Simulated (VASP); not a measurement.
Band structure of BiSb (space group R3m). Level of theory: r2SCAN meta-GGA, VASP's PBE PAW potentials (set 64) (plane waves; VASP).

Unless said otherwise, spin-orbit coupling is left out, though it shifts the bands of the heavy elements here.

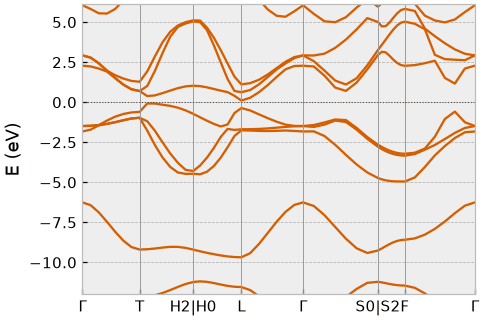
Bands along high-symmetry lines, zero at the valence-band maximum or, without a gap, the Fermi level

**Question.** Read the plot: is there a gap, and where are the band edges?

**Answer.** The gap is indirect, 0.10 eV, from the valence maximum at (0.38, 0.25, 0.25) to the conduction minimum at L.

The structure comes from a computed database's BiSb entry (R3m); how it stands against other phases isn't given here. It was relaxed first.
